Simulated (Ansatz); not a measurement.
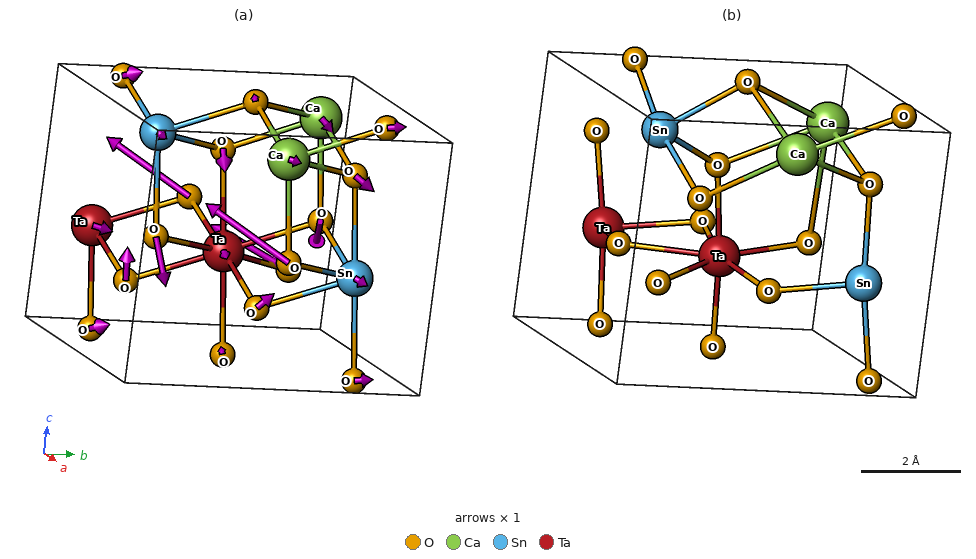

The structure of solid Ca$_{2}$Ta$_{2}$Sn$_{2}$O$_{11}$ (a generated structure, set up in P1) (coarse preliminary run) before (left) and after (right) a relaxation, at one scale. The purple arrows give the displacements (the part carried along by the change of the cell is left out), at their true length.

A ball-and-stick model of the cell of the calculation, reduced to other axes (origin shifted), seen slightly off an axis. Lengths and directions refer to the drawn axes.

Case: elements placed on the fluorite lattice at random.

These are results of DFT r2SCAN, scalar-relativistic, plane waves, PAW (Ansatz), not measurements. Set-up: plane-wave cutoff 500 eV; k-point mesh 2 × 2 × 2; occupations gaussian; smearing width 0.1 eV; mesh shifted by (0.5, 0.5, 0.5); no spin polarisation; cell and atoms relaxed; force threshold 0.04 eV/Å; at most 50 steps.

Q: Describe what moved and what it gained.

A: The atom that moves furthest relative to the cell is an O atom (2.13 Å along [−1 −3 2]). By element the largest moves are O 2.13 Å, Ta 0.47 Å, Ca 0.41 Å, Sn 0.34 Å. The drawn cell changes as follows: a 6.117 → 6.368 Å (+4.1 %), b 6.117 → 6.220 Å (+1.7 %), c 6.117 → 6.420 Å (+4.9 %), α 80.4° → 80.0°, β 70.5° → 70.2°, γ 60.0° → 59.2°; the volume changes by +10.0 %. Near-neighbour distances that change, for instance: O–Ta 2.143 → 4.217 Å, O–Ta 4.140 → 2.103 Å, O–Sn 4.146 → 2.143 Å, O–Ta 2.186 → 4.144 Å. New bonds form, among them: Ca–O (4.15 → 2.47 Å), Ca–O (4.17 → 2.82 Å), O–Sn (4.15 → 2.14 Å), O–Ta (4.14 → 2.10 Å). Bonds break, among them: Ca–O (2.11 → 3.90 Å), O–Sn (2.16 → 3.18 Å), O–Sn (2.18 → 3.17 Å), O–Sn (2.19 → 3.16 Å). Among the angles between lasting bonds that change: O–Ta–O 110.0° → 174.0°, Ta–O–Ta 109.6° → 172.2°, O–Sn–O 109.4° → 168.0°. The space group stays P1 (No. 1). The energy falls by 10.644 eV per cell of the calculation in 19 accepted moves (21 points after the start). The largest force component goes from 4.5 to 0.016 eV/Å. The pressure goes from 8.12 to 0.03 GPa. The line search rejected the trial step at point 16 of the run. At 1 point the geometry stayed and the basis and grid were re-selected for the new cell (energy shift of 9.5 meV per cell of the calculation at most each time). Cost: 3.8 min on 4 threads of Arm Neoverse V1, with other jobs on the host, peak memory 1.1 GiB.
